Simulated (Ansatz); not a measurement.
**Cl3H2NSi: how energies converge with the basis set**

How large a basis does Cl3H2NSi need? Two functionals are run in growing sets.

Method: one geometry, several basis sets; program: Ansatz 0.2.0, Gaussian basis.

Plan: PBE0-D4/def2-SVP; ωB97M-V/def2-SVP; PBE0-D4/def2-QZVPP; ωB97M-V/def2-QZVPP; the functionals' def2-TZVPP values are taken from earlier runs.

### Step 1. The relaxed structure

All runs share one geometry, relaxed beforehand with PBE0-D4 in a triple-zeta def2 set.

SMILES `N[Si](Cl)(Cl)Cl`, 7 atoms, charge 0, spin multiplicity 1.

Atoms are counted from 1 here; the program's logs count them from 0.

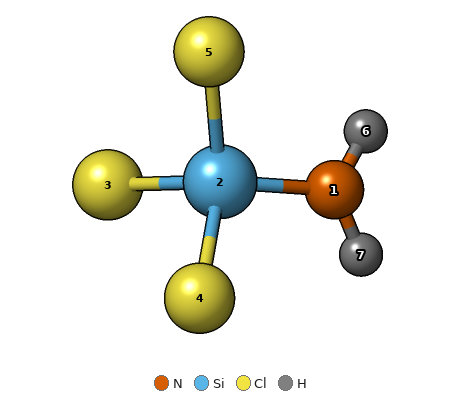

The structure; nitrogen orange, silicon blue, chlorine yellow, hydrogen grey; atoms are numbered from 1 in the order of the file.

Coordinates:

```
N     0.0640    0.9080    0.6378
Si   -0.0369   -0.4229   -0.3877
Cl    0.3475   -2.2304    0.4829
Cl   -1.9267   -0.5145   -1.1271
Cl    1.3245   -0.1842   -1.8763
H     0.9582    1.2702    0.9256
H    -0.6692    1.1058    1.2988
```

### Step 2. PBE0-D4 in def2-SVP

File in.yaml:

```yaml
crystal:
  periodic: [false, false, false]
  atoms:
    - {symbol: N, position_ang: [0.063975, 0.907950, 0.637815]}
    - {symbol: Si, position_ang: [-0.036920, -0.422904, -0.387652]}
    - {symbol: Cl, position_ang: [0.347498, -2.230365, 0.482922]}
    - {symbol: Cl, position_ang: [-1.926714, -0.514458, -1.127058]}
    - {symbol: Cl, position_ang: [1.324484, -0.184171, -1.876285]}
    - {symbol: H, position_ang: [0.958160, 1.270223, 0.925615]}
    - {symbol: H, position_ang: [-0.669183, 1.105827, 1.298844]}
basis:
  gaussian: {orbitals: def2-SVP}
hamiltonian: {xc: pbe0, dispersion: d4}
output: {orbitals: {seedname: orbitals}}
```

Run with:

```console
$ ansatz run in.yaml --threads 4 --pin off --events-out ev --progress --plain --max-ram 10444MiB
```

Log:

```text
Functional definition: PBE0
  name "PBE0"
  cite "Adamo & Barone, J. Chem. Phys. 110, 6158 (1999) doi:10.1063/1.478522"
  cite "Perdew, Burke & Ernzerhof, Phys. Rev. Lett. 77, 3865 (1996) doi:10.1103/PhysRevLett.77.3865"
  parent pbe
  parameter a = 0.25
  parameter kappa = 0.804
  parameter beta = 0.06672455060314922
  exchange = (1 - a)*pbe_x(kappa = kappa, mu = beta*pi^2/3) + a*exact_x
  correlation = pbe_c(beta = beta)
891 factors; integrals over basis functions are off by at most 8.4e-4 eV
mean field evaluation 1: about -46935.7152 eV, gradient 5.0e1 eV
mean field evaluation 2: about -46930.7068 eV, gradient 6.7e1 eV
mean field evaluation 4: about -46940.5212 eV, gradient 1.6e0 eV
mean field evaluation 8: about -46940.6073 eV, gradient 1.2e-1 eV
mean field evaluation 16: about -46940.6073 eV, gradient 7.5e-5 eV
mean field -46940.60730990 eV, -1725.0355011524 hartree, gradient 7.5e-5 eV, S^2 0.000000; 0 other end points of the search recorded, 0 dependent functions left out
reference -46940.60733027 eV, -1725.0355019010 hartree; 37, 37 occupied and 59, 59 virtual orbitals, 891 factors
Total energy: -46940.84019390 eV, -1725.0440594815 hartree
```

Wall time 0.85 s (4 threads of Arm Neoverse V2, shared host).

### Step 3. ωB97M-V in def2-SVP

in.yaml, as its differences from that of step 2:

```diff
@@ -12,3 +12,3 @@
   gaussian: {orbitals: def2-SVP}
-hamiltonian: {xc: pbe0, dispersion: d4}
+hamiltonian: {xc: {name: wB97M-V}}
 output: {orbitals: {seedname: orbitals}}
```

Launched as before.

Log, shortened:

```text
Functional definition: wB97M-V
  name "wB97M-V"
  cite "Mardirossian & Head-Gordon, J. Chem. Phys. 144, 214110 (2016) doi:10.1063/1.4952647"
  cite "Becke, J. Chem. Phys. 107, 8554 (1997) doi:10.1063/1.475007"
  cite "Vydrov & Van Voorhis, J. Chem. Phys. 133, 244103 (2010) doi:10.1063/1.3521275"
  # Of w^i u^j: cxij and so on, Table III.
[...]
  gx(w, u) = 1 - cx + cx01*u + cx10*w
  gss(w, u) = css00 + css04*u^4 + css10*w + css20*w^2 + css43*w^4*u^3
  gos(w, u) = cos00 + cos10*w + (cos20 + cos21*u)*w^2 + (cos60 + cos61*u)*w^6
[...]
      + integral(e_c_pw_mod_opposite_spin*gos(b97_w_opposite, b97_u_opposite)) + vv10(b, c)
891 factors; integrals over basis functions are off by at most 8.4e-4 eV
237 factors; integrals over basis functions are off by at most 5.2e-6 eV
[...]
mean field -46955.37159095 eV, -1725.5780784735 hartree, gradient 6.2e-5 eV, S^2 0.000000; 0 other end points of the search recorded, 0 dependent functions left out
reference -46955.37162170 eV, -1725.5780796035 hartree; 37, 37 occupied and 59, 59 virtual orbitals, 891 factors
Total energy: -46955.37162170 eV, -1725.5780796035 hartree
```

Run time: 3.3 s. Hardware: 4 threads of Arm Neoverse V2, shared host.

### Step 4. PBE0-D4 in def2-QZVPP

in.yaml, as its differences from that of step 3:

```diff
@@ -11,4 +11,4 @@
 basis:
-  gaussian: {orbitals: def2-SVP}
-hamiltonian: {xc: {name: wB97M-V}}
+  gaussian: {orbitals: "def2-QZVPP.json"}
+hamiltonian: {xc: pbe0, dispersion: d4}
 output: {orbitals: {seedname: orbitals}}
```

Same command.

Log:

```text
Functional definition: PBE0
  name "PBE0"
  cite "Adamo & Barone, J. Chem. Phys. 110, 6158 (1999) doi:10.1063/1.478522"
  cite "Perdew, Burke & Ernzerhof, Phys. Rev. Lett. 77, 3865 (1996) doi:10.1103/PhysRevLett.77.3865"
  parent pbe
  parameter a = 0.25
  parameter kappa = 0.804
  parameter beta = 0.06672455060314922
  exchange = (1 - a)*pbe_x(kappa = kappa, mu = beta*pi^2/3) + a*exact_x
  correlation = pbe_c(beta = beta)
1774 factors; their error is unknown
mean field evaluation 1: about -46953.2657 eV, gradient 6.1e1 eV
mean field evaluation 2: about -46944.8756 eV, gradient 8.2e1 eV
mean field evaluation 4: about -46959.8306 eV, gradient 3.7e0 eV
mean field evaluation 8: about -46959.9044 eV, gradient 3.0e-1 eV
mean field evaluation 16: about -46959.9045 eV, gradient 2.4e-5 eV
mean field -46959.90446255 eV, -1725.7446584324 hartree, gradient 2.4e-5 eV, S^2 0.000000; 0 other end points of the search recorded, 0 dependent functions left out
reference -46959.90449517 eV, -1725.7446596309 hartree; 37, 37 occupied and 360, 360 virtual orbitals, 1774 factors
Total energy: -46960.13735880 eV, -1725.7532172114 hartree
```

Run time: 6.5 s. Hardware: 4 threads of Arm Neoverse V2, shared host; peak memory 1.7 GiB.

### Step 5. ωB97M-V in def2-QZVPP

in.yaml, as its differences from that of step 4:

```diff
@@ -12,3 +12,3 @@
   gaussian: {orbitals: "def2-QZVPP.json"}
-hamiltonian: {xc: pbe0, dispersion: d4}
+hamiltonian: {xc: {name: wB97M-V}}
 output: {orbitals: {seedname: orbitals}}
```

The command is unchanged.

Log, shortened:

```text
Functional definition: wB97M-V
  name "wB97M-V"
  cite "Mardirossian & Head-Gordon, J. Chem. Phys. 144, 214110 (2016) doi:10.1063/1.4952647"
  cite "Becke, J. Chem. Phys. 107, 8554 (1997) doi:10.1063/1.475007"
  cite "Vydrov & Van Voorhis, J. Chem. Phys. 133, 244103 (2010) doi:10.1063/1.3521275"
  # Of w^i u^j: cxij and so on, Table III.
[...]
  gx(w, u) = 1 - cx + cx01*u + cx10*w
  gss(w, u) = css00 + css04*u^4 + css10*w + css20*w^2 + css43*w^4*u^3
  gos(w, u) = cos00 + cos10*w + (cos20 + cos21*u)*w^2 + (cos60 + cos61*u)*w^6
[...]
      + integral(e_c_pw_mod_opposite_spin*gos(b97_w_opposite, b97_u_opposite)) + vv10(b, c)
1706 factors; their error is unknown
275 factors; integrals over basis functions are off by at most 4.0e-5 eV
[...]
mean field -46974.48000899 eV, -1726.2802998842 hartree, gradient 2.8e-5 eV, S^2 0.000000; 0 other end points of the search recorded, 0 dependent functions left out
reference -46974.48005927 eV, -1726.2803017320 hartree; 37, 37 occupied and 360, 360 virtual orbitals, 1706 factors
Total energy: -46974.48005927 eV, -1726.2803017320 hartree
```

It took 14 s on 4 threads of Arm Neoverse V2, shared host; peak memory 1.9 GiB.

### Step 6. Density functionals: the series

The def2-TZVPP values come from earlier runs at the same geometry.

| functional | basis | functions | energy (eV) | from the largest (eV) | HOMO (eV) | LUMO (eV) |
| --- | --- | --- | --- | --- | --- | --- |
| PBE0-D4 | def2-SVP | 96 | -46940.8402 | 19.297 | -8.19 | 0.74 |
| PBE0-D4 | def2-TZVPP | 227 | -46958.6713 | 1.466 | -8.35 | 0.23 |
| PBE0-D4 | def2-QZVPP | 397 | -46960.1374 | 0.000 | -8.40 | -0.03 |
| ωB97M-V | def2-SVP | 96 | -46955.3716 | 19.108 | -10.49 | 2.75 |
| ωB97M-V | def2-TZVPP | 227 | -46973.0914 | 1.389 | -10.68 | 1.98 |
| ωB97M-V | def2-QZVPP | 397 | -46974.4801 | 0.000 | -10.74 | 1.41 |

### Step 7. Results

| quantity | value |
| --- | --- |
| PBE0-D4: double and triple zeta above quadruple | 19.30, 1.47 eV |
| ωB97M-V: double and triple zeta above quadruple | 19.11, 1.39 eV |

What this shows: For PBE0-D4 the step from double to triple zeta gains 17.83 eV and the next only 1.47 eV. These are total energies; as a rule much of such shifts cancels in differences, which this series doesn't test. The LUMO of ωB97M-V is positive and keeps falling with the basis (2.75 to 1.41 eV): an unbound level that the basis holds in place.

For PBE0-D4 the largest set took about 8 times as long as the smallest (6.5 s against 0.85 s).
